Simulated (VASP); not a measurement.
Band structure of YAl (relaxed from the rock salt structure, space group Fm-3m). These are PBEsol GGA, VASP's PBE PAW potentials (set 64) (plane waves; VASP 6.6.1) values and carry that method's errors.

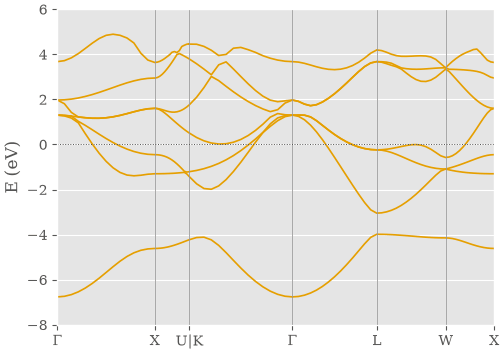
Figure: Bands along high-symmetry lines, zero at the valence-band maximum or, without a gap, the Fermi level

### Question
Read the plot: is there a gap, and where are the band edges?

### Answer
It has no gap at this level: it comes out as a metal or semimetal. (Edges off the drawn lines would not show.)

The structure was generated: YAl was put into the rock salt type (Fm-3m), which need not be its known phase. It was relaxed first, which changed the volume by -31 %.
